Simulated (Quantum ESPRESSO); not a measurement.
# Zr2CO2 MXene, 1 layer: a series in the field along the normal, part 2 of 4

Wanted: a table for Zr2CO2 MXene, 1 layer against the field along the normal, and what can be fitted to it.

Quantum ESPRESSO 7.5; plane-wave DFT, PBE, GBRV ultrasoft pseudopotentials.

So far. Step 2 (Relaxing cell and ions of the reference):  The last row is no step: it is a fresh SCF in the final cell with a new plane-wave basis, -0 meV from the row before.

## (3) Self-consistent run, 0 V/Å

The self-consistent run of this member.

Level of this step: plane-wave DFT, PBE, GBRV ultrasoft pseudopotentials (Quantum ESPRESSO 7.5).

The input, m0.scf.in:

```
&control
  prefix = 'm0.scf'
  outdir = './out'
  pseudo_dir = './pseudo'
  calculation = 'scf'
  tprnfor = .true.
  tefield = .true.
  dipfield = .true.
/
&system
  ibrav = 0
  nat = 5
  ntyp = 3
  ecutwfc = 40
  ecutrho = 200
  occupations = 'smearing'
  smearing = 'fd'
  degauss = 0.002
  edir = 3
  emaxpos = 0.97
  eopreg = 0.04
  eamp = 0.0
  nbnd = 26
/
&electrons
  conv_thr = 1e-09
  mixing_beta = 0.4
  electron_maxstep = 120
  mixing_mode = 'plain'
/
ATOMIC_SPECIES
  O   15.9990  o_pbe_v1.2.uspp.F.UPF
  Zr  91.2240  zr_pbe_v1.uspp.F.UPF
  C   12.0110  c_pbe_v1.2.uspp.F.UPF
CELL_PARAMETERS angstrom
  3.29100081600000 0.00000000000000 0.00000000000000
  -1.64550040800000 2.85009031100000 0.00000000000000
  0.00000000000000 0.00000000000000 21.95294679600000
ATOMIC_POSITIONS crystal
  O   0.333333333300 0.666666666700 0.394372620000
  Zr  0.666666666700 0.333333333300 0.436504397200
  C   0.000000000000 0.000000000000 0.500000000000
  Zr  0.333333333300 0.666666666700 0.563495602800
  O   0.666666666700 0.333333333300 0.605627380000
K_POINTS automatic
  12 12 1 0 0 0
```

Run with:

```console
> OMP_NUM_THREADS=1 mpirun -n 4 pw.x -nk 4 -in m0.scf.in > m0.scf.out
```

The program printed:

```text
[banner, memory and clock lines left out]
Program PWSCF v.7.5 starts
[citation notice left out]

[...]
bravais-lattice index     =            0
     lattice parameter (alat)  =       6.2191  a.u.
     unit-cell volume          =    1389.5559 (a.u.)^3
     number of atoms/cell      =            5
     number of atomic types    =            3
     number of electrons       =        40.00
     number of Kohn-Sham states=           26
     kinetic-energy cutoff     =      40.0000  Ry
     charge density cutoff     =     200.0000  Ry
     scf convergence threshold =      1.0E-09
     mixing beta               =       0.4000
     number of iterations used =            8  plain     mixing
     Exchange-correlation= SLA  PW   PBE  PBE
                           (   1   4   3   4   0   0   0)

[...]
PseudoPot. # 1 for O  read from file:
     ./pseudo/o_pbe_v1.2.uspp.F.UPF
     Pseudo is Ultrasoft + core correction, Zval =  6.0
     Generated by new atomic code, or converted to UPF format
     Using radial grid of  737 points,  5 beta functions with:
                l(1) =   0
                l(2) =   0
                l(3) =   1
                l(4) =   1
                l(5) =   2
     Q(r) pseudized with  8 coefficients,  rinner =    0.900   0.900   0.900
                                                       0.900   0.900

     PseudoPot. # 2 for Zr read from file:
     ./pseudo/zr_pbe_v1.uspp.F.UPF
     Pseudo is Ultrasoft + core correction, Zval = 12.0
     Generated by new atomic code, or converted to UPF format
     Using radial grid of  887 points,  6 beta functions with:
                l(1) =   0
                l(2) =   0
                l(3) =   1
                l(4) =   1
                l(5) =   2
                l(6) =   2
     Q(r) pseudized with  6 coefficients,  rinner =    1.200   1.200   1.200
                                                       1.200   1.200

     PseudoPot. # 3 for C  read from file:
     ./pseudo/c_pbe_v1.2.uspp.F.UPF
     Pseudo is Ultrasoft + core correction, Zval =  4.0
     Generated by new atomic code, or converted to UPF format
     Using radial grid of  721 points,  4 beta functions with:
                l(1) =   0
                l(2) =   0
                l(3) =   1
                l(4) =   1
     Q(r) pseudized with  8 coefficients,  rinner =    1.100   1.100   1.100

     atomic species   valence    mass     pseudopotential
     O                 6.00    15.99900     O ( 1.00)
     Zr               12.00    91.22400     Zr( 1.00)
     C                 4.00    12.01100     C ( 1.00)

     No symmetry found

[...]
number of k points=    74  Fermi-Dirac smearing, width (Ry)=  0.0020
[...]
Dense  grid:    66115 G-vectors     FFT dimensions: (  27,  27, 192)

     Smooth grid:    47555 G-vectors     FFT dimensions: (  25,  25, 180)

     Check: negative core charge=   -0.000001

     Initial potential from superposition of free atoms

     starting charge      39.9957, renormalised to      40.0000

     negative rho (up, down):  1.215E-01 0.000E+00

     Adding external electric field

     Computed dipole along edir(3) :
        Dipole                0.0000 Ry au,          0.0000 Debye
        Dipole field          0.0000 Ry au,

        Potential amp.       -0.0000 Ry
        Total length         39.8257 bohr

     Starting wfcs are   38 randomized atomic wfcs

     per-process dynamical memory:    92.0 Mb

     Self-consistent Calculation

     iteration #  1     ecut=    40.00 Ry     beta= 0.40
     Davidson diagonalization with overlap
     ethr =  1.00E-02,  avg # of iterations =  2.0

     negative rho (up, down):  1.245E-01 0.000E+00

     Adding external electric field

     Computed dipole along edir(3) :
        Dipole                0.0005 Ry au,          0.0012 Debye
        Dipole field          0.0000 Ry au,

        Potential amp.       -0.0003 Ry
        Total length         39.8257 bohr

     total energy              =    -274.37198145 Ry
     estimated scf accuracy    <       1.91551627 Ry

     iteration #  2     ecut=    40.00 Ry     beta= 0.40
[...]
negative rho (up, down):  1.261E-01 0.000E+00

[...]
Dipole               -0.0007 Ry au,         -0.0019 Debye
[...]
total energy              =    -274.89343706 Ry
     estimated scf accuracy    <       0.21642024 Ry

     iteration #  3     ecut=    40.00 Ry     beta= 0.40
[...]
negative rho (up, down):  1.280E-01 0.000E+00

[...]
Dipole                0.0042 Ry au,          0.0108 Debye
[...]
total energy              =    -274.91878110 Ry
     estimated scf accuracy    <       0.02135401 Ry

     iteration #  4     ecut=    40.00 Ry     beta= 0.40
[...]
negative rho (up, down):  1.290E-01 0.000E+00

[...]
Dipole               -0.0082 Ry au,         -0.0209 Debye
[...]
total energy              =    -274.92181966 Ry
     estimated scf accuracy    <       0.00776138 Ry

     iteration #  5     ecut=    40.00 Ry     beta= 0.40
[...]
negative rho (up, down):  1.291E-01 0.000E+00

[...]
Dipole                0.0242 Ry au,          0.0616 Debye
[...]
total energy              =    -274.92173913 Ry
     estimated scf accuracy    <       0.00247643 Ry

     iteration #  6     ecut=    40.00 Ry     beta= 0.40
[...]
negative rho (up, down):  1.291E-01 0.000E+00

[...]
Dipole               -0.0013 Ry au,         -0.0033 Debye
[...]
total energy              =    -274.92227301 Ry
     estimated scf accuracy    <       0.00301975 Ry

[...]
iteration # 12     ecut=    40.00 Ry     beta= 0.40
[...]
negative rho (up, down):  1.291E-01 0.000E+00

[...]
Dipole                0.0000 Ry au,          0.0000 Debye
[...]
total energy              =    -274.92244700 Ry
     estimated scf accuracy    <       0.00000002 Ry

     iteration # 13     ecut=    40.00 Ry     beta= 0.40
[...]
negative rho (up, down):  1.291E-01 0.000E+00

[...]
Dipole                0.0000 Ry au,          0.0000 Debye
[...]
total energy              =    -274.92244700 Ry
     estimated scf accuracy    <          1.0E-09 Ry

     iteration # 14     ecut=    40.00 Ry     beta= 0.40
[...]
negative rho (up, down):  1.291E-01 0.000E+00

[...]
Dipole               -0.0000 Ry au,         -0.0000 Debye
[...]
total energy              =    -274.92244700 Ry
     estimated scf accuracy    <          1.3E-09 Ry

     iteration # 15     ecut=    40.00 Ry     beta= 0.40
[...]
negative rho (up, down):  1.291E-01 0.000E+00

[...]
Dipole                0.0000 Ry au,          0.0000 Debye
[...]
End of self-consistent calculation

          k = 0.0000 0.0000 0.0000 (  5987 PWs)   bands (ev):

   -48.5393 -48.4987 -26.9234 -26.5722 -26.2880 -26.2880 -26.2578 -26.2578
   -17.9066 -17.8194  -9.4043  -4.9854  -4.6923  -4.6923  -4.3676  -4.3676
    -3.9363  -0.9657   0.2218   0.2218   2.0922   2.0922   2.5145   3.5180
     3.5180   4.5482

          k = 0.0000 0.0962 0.0000 (  5945 PWs)   bands (ev):

   -48.5331 -48.4937 -26.9048 -26.5844 -26.3369 -26.3226 -26.3024 -26.2665
   -17.8607 -17.7862  -9.4128  -4.9499  -4.6594  -4.6242  -4.4176  -4.3183
    -3.8234  -0.8410  -0.3189  -0.0352   2.0821   2.4128   2.6190   3.5577
     3.6819   4.4424

[...]
the Fermi energy is     0.6879 ev

!    total energy              =    -274.92244700 Ry
     estimated scf accuracy    <          4.5E-10 Ry
     smearing contrib. (-TS)   =      -0.00000000 Ry
     internal energy E=F+TS    =    -274.92244700 Ry

     The total energy is F=E-TS. E is the sum of the following terms:
     one-electron contribution =   -2238.46836991 Ry
     hartree contribution      =    1122.86220914 Ry
     xc contribution           =     -53.92887133 Ry
     ewald contribution        =     894.61258510 Ry
     electric field correction =       0.00000000 Ry

     convergence has been achieved in  15 iterations

     negative rho (up, down):  1.291E-01 0.000E+00

     Forces acting on atoms (cartesian axes, Ry/au):

     atom    1 type  1   force =     0.00000000    0.00000001   -0.00188589
     atom    2 type  2   force =     0.00000002   -0.00000000   -0.00334927
     atom    3 type  3   force =    -0.00000000   -0.00000000    0.00000045
     atom    4 type  2   force =    -0.00000002   -0.00000001    0.00334800
     atom    5 type  1   force =     0.00000000   -0.00000000    0.00188671

     Total force =     0.005435     Total SCF correction =     0.000057

[...]
```

Wall time 56 s (4 MPI ranks of Arm Neoverse V2, shared host); peak memory 0.78 GiB.

Read from the output:

* free energy: -3740.5104 eV
* Fermi energy: 0.6879 eV
* dipole along the normal: 0 e·Å
* valence top, on the run's zero: 0.2218 eV
* conduction bottom, on the run's zero: 1.175 eV
* gap by band count: 0.9530 eV

## (4) Potential by pp.x, 0 V/Å

plot_num = 11 writes the bare and Hartree potential, from which vacuum levels or, in a crystal, the mean potential are read.

The input, m0.pot.in:

```
&inputpp
  prefix = 'm0.scf'
  outdir = './out'
  filplot = 'm0.pot.dat'
  plot_num = 11
/
```

Run with:

```console
> OMP_NUM_THREADS=1 mpirun -n 4 pp.x -in m0.pot.in > m0.pot.out
```

The program printed:

```text
[banner, memory and clock lines left out]
Program POST-PROC v.7.5 starts

          URL

     ./out/m0.scf.save/

     IMPORTANT: XC functional enforced from input :
     Exchange-correlation= PBE
                           (   1   4   3   4   0   0   0)
     Any further DFT definition will be discarded
     Please, verify this is what you really want

     Check: negative core charge=   -0.000001

     negative rho (up, down):  1.291E-01 0.000E+00

     Adding external electric field

     Computed dipole along edir(3) :
        Dipole                0.0000 Ry au,          0.0000 Debye
        Dipole field          0.0000 Ry au,

        Potential amp.       -0.0000 Ry
        Total length         39.8257 bohr

     Calling punch_plot, plot_num =  11

     Adding external electric field

     Computed dipole along edir(3) :
        Dipole                0.0000 Ry au,          0.0000 Debye
        Dipole field          0.0000 Ry au,

        Potential amp.       -0.0000 Ry
        Total length         39.8257 bohr

     Writing data to file  m0.pot.dat
     Message from routine chdens:
     namelist plot not found or invalid, exiting
```

Run time: 0.88 s. Hardware: 4 MPI ranks; peak memory 0.09 GiB.

Numbers from this step:

| Property | Result |
| --- | --- |
| slope of the potential above | 1.59e-5 eV/Å |
| upper vacuum line continued to the top atoms, over the valence top | 5.388 eV |
| slope of the potential below | -9.70e-6 eV/Å |
| lower vacuum line continued to the bottom atoms, over the valence top | 5.388 eV |
| vacuum level at the upper face over the valence top of the mesh | 5.388 eV |
| vacuum level at the lower face over the valence top of the mesh | 5.388 eV |

Electrostatic potential energy of an electron, with the sawtooth; zero at the highest filled level of the SCF mesh. Table of potential energy, planar mean by z:

```tsv
z (Å)	potential energy, planar mean (eV)
0	5.39
2	5.39
4	5.39
6	5.39
8	2.88
10	-15.9
12	-17.5
14	3.23
16	5.39
18	5.39
20	5.39
```

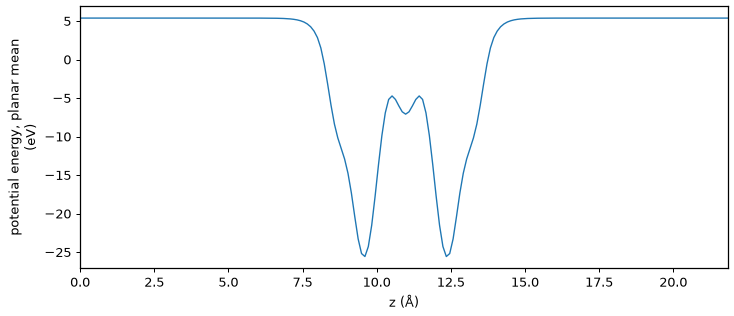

Potential energy, planar mean, plotted against z.

(Continued in part 3 of 4.)

[Logs are printed without paths, hosts, clocks, repeated set-up lines and the standing remarks that a program may print on its own settings, such as how far it seeks lower states.]

[Hosts, paths, dates, database ids (printed as entryN), source tags and the programs' standing remarks are cut or masked in the printed files.]

[Maps of the electrostatic potential energy from Ansatz leave out the sawtooth potential of an applied field or a dipole correction, so their vacuum need not be flat; planar profiles and work functions include it.]
